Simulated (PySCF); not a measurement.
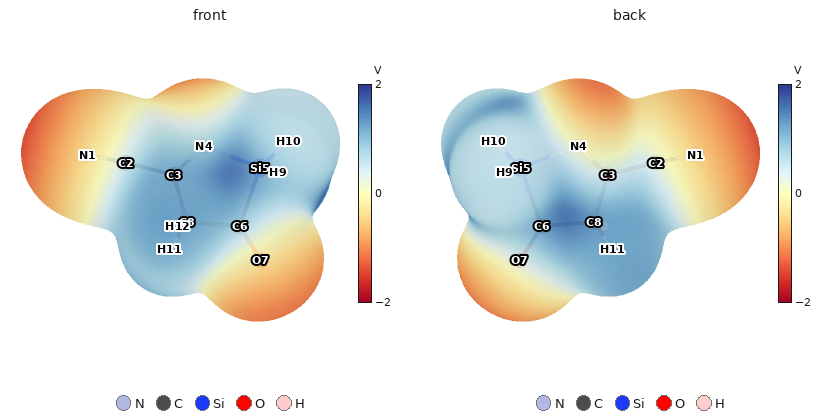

*C4H4N2OSi (SMILES N#CC1=N[SiH2]C(=O)C1). The electrostatic potential painted on the density surface at 0.001 e/bohr³, seen from the front and from behind; the colour scale runs from red (negative) to blue (positive).*

Geometry: GFN2-xTB.

Level of theory: PBE0/pcSseg-1, SCF density, gas phase, non-relativistic in PySCF 2.14.0.

| atom | x (Å) | y (Å) | z (Å) |
| --- | --- | --- | --- |
| N | 3.0960 | 1.5162 | -0.8298 |
| C | 2.0468 | 1.1400 | -0.5663 |
| C | 0.7603 | 0.6245 | -0.2375 |
| N | -0.2406 | 1.3933 | -0.1227 |
| Si | -1.7203 | 0.5566 | 0.2866 |
| C | -0.8049 | -1.1523 | 0.3179 |
| O | -1.2169 | -2.2578 | 0.5559 |
| C | 0.6525 | -0.8635 | -0.0356 |
| H | -2.1710 | 0.9809 | 1.6012 |
| H | -2.6621 | 0.6659 | -0.8149 |
| H | 1.3205 | -1.2018 | 0.7613 |
| H | 0.9409 | -1.4028 | -0.9422 |

> Describe the electrostatic potential map.

The most negative region (about −1.3 V, or −30 kcal/mol for a unit charge) lies over N1, the most positive (about +1.6 V, or +37 kcal/mol for a unit charge) over Si5 and C6. N1 is the likeliest acceptor of a hydrogen bond.
